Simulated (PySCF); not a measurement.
Input file:

```
{"job": {"kind": "inter", "xc": "PBE0", "basis": "def2-SVPD", "disp": "d3bj", "pairs": false}, "charge": 0, "multiplicity": 1, "parts": [{"atoms": "0-7", "charge": 0, "multiplicity": 1}, {"atoms": "8-11", "charge": 0, "multiplicity": 1}]}
Ga    -0.832320     0.228955     1.712692
As    -2.278499    -0.603281    -0.098461
Ga     0.096526    -0.395858    -0.778069
F     -2.694779     1.123488    -0.569578
H     -0.691797     0.000526     3.248550
H      0.671284     0.316405     0.957252
H      0.442312     0.908717    -1.576958
H      0.951540    -1.708911    -0.727101
As    -1.425187     2.660133     1.252428
H     -2.870206     3.059875     1.315446
H     -1.020510     3.221839    -0.078076
H     -0.837845     3.718779     2.161108
```

Command:

```sh
OMP_NUM_THREADS=1 python cluster_run.py task.json out
```

Geometry: PBE0-D3(BJ)/def2-SVP.

Computed with PBE0-D3(BJ)/def2-SVPD, SCF density, gas phase (PySCF 2.14.0).

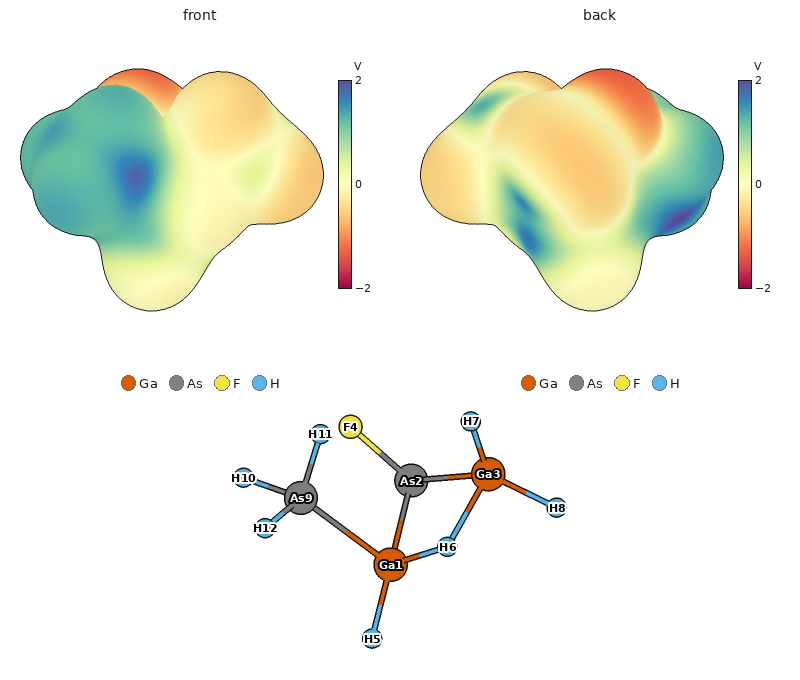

As₂FGa₂H₇. The electrostatic potential painted on the density surface at 0.002 e/bohr³, seen from the front and from behind; the colour scale runs from red (negative) to blue (positive). The bare structure is drawn below in the same view.

Question: Describe the electrostatic potential map.

Answer: The most negative region (about −1.3 V) lies over F4, the most positive (about +1.9 V) over As9.

Question: What dipole moment does the calculation give?

Answer: Its dipole moment is 3.96 D.
